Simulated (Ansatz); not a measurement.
# Single-point calculation, with input and output: BSiH$_{3}$F

- system: BSiH$_{3}$F, multiplicity 2
- method: UKS B3LYP-D4/def2-TZVPP (Ansatz 0.2.0)

The geometry comes from this level: PBE0-D4/def2-TZVP.

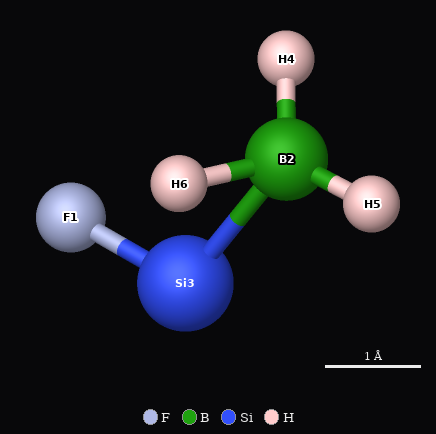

*The input geometry (ball-and-stick view, seen at a tilt; atoms are numbered from 1 in the order of the input).*

Bond lengths as drawn: B–H 1.19 to 1.28 Å, B–Si 1.96 Å and F–Si 1.60 Å.

Key numbers

```tsv
quantity	value
outcome	converged
total energy	−11321.6713 eV
mean-field energy	−11321.5257 eV
dispersion energy	−0.1456 eV
⟨S²⟩	0.759
SCF solution under orbital rotations	stable
hardware	2 threads of Arm Neoverse V1, 23 GiB of memory available, shared host
wall time	2.8 s (CPU time 5.3 s)
peak memory	0.34 GiB
```

Input file
```yaml
crystal:
  periodic: [false, false, false]
  atoms:
    - {symbol: F, position_ang: [-0.921969, -1.946075, 0.923482]}
    - {symbol: B, position_ang: [0.107854, 0.489790, -0.408407]}
    - {symbol: Si, position_ang: [0.436081, -1.249384, 0.443160]}
    - {symbol: H, position_ang: [-0.954704, 0.481723, -0.958170]}
    - {symbol: H, position_ang: [1.092860, 1.060816, -0.759337]}
    - {symbol: H, position_ang: [-0.014373, 0.517029, 0.865190]}
basis:
  gaussian: {orbitals: def2-TZVPP}
magnetization: {spin_polarized: true, initial_magnetization: 1}
hamiltonian: {xc: {name: B3LYP}, dispersion: d4}
```

Launched with:
```bash
ansatz run in.yaml --threads 2 --pin off --events-out ev --progress --plain --max-ram 4352MiB
```

The program's output
```
Functional definition: B3LYP
  name "B3LYP"
  cite "Stephens, Devlin, Chabalowski & Frisch, J. Phys. Chem. 98, 11623 (1994) doi:10.1021/j100096a001"
  cite "Becke, Phys. Rev. A 38, 3098 (1988) doi:10.1103/PhysRevA.38.3098"
  cite "Lee, Yang & Parr, Phys. Rev. B 37, 785 (1988) doi:10.1103/PhysRevB.37.785"
  cite "Vosko, Wilk & Nusair, Can. J. Phys. 58, 1200 (1980) doi:10.1139/p80-159"
  parameter a0 = 0.2
  parameter ax = 0.72
  parameter ac = 0.81
  exchange = (1 - a0 - ax)*slater_x + ax*b88_x + a0*exact_x
  correlation = (1 - ac)*vwn_rpa_c + ac*lyp_c
793 factors; their error is unknown
mean field evaluation 1: about -11314.7595 eV, gradient 3.6e1 eV
mean field evaluation 2: about -11305.8613 eV, gradient 5.4e1 eV
mean field evaluation 4: about -11321.4644 eV, gradient 3.0e0 eV
mean field evaluation 8: about -11321.5100 eV, gradient 1.4e-1 eV
mean field evaluation 16: about -11321.5255 eV, gradient 3.4e-4 eV
mean field -11321.52545660 eV, -416.0583865244 hartree, gradient 3.0e-5 eV, S^2 0.758794; 0 other end points of the search recorded, 0 dependent functions left out
reference -11321.52568310 eV, -416.0583948482 hartree; 16, 15 occupied and 130, 131 virtual orbitals, 793 factors
Total energy: -11321.67131578 eV, -416.0637467503 hartree
```
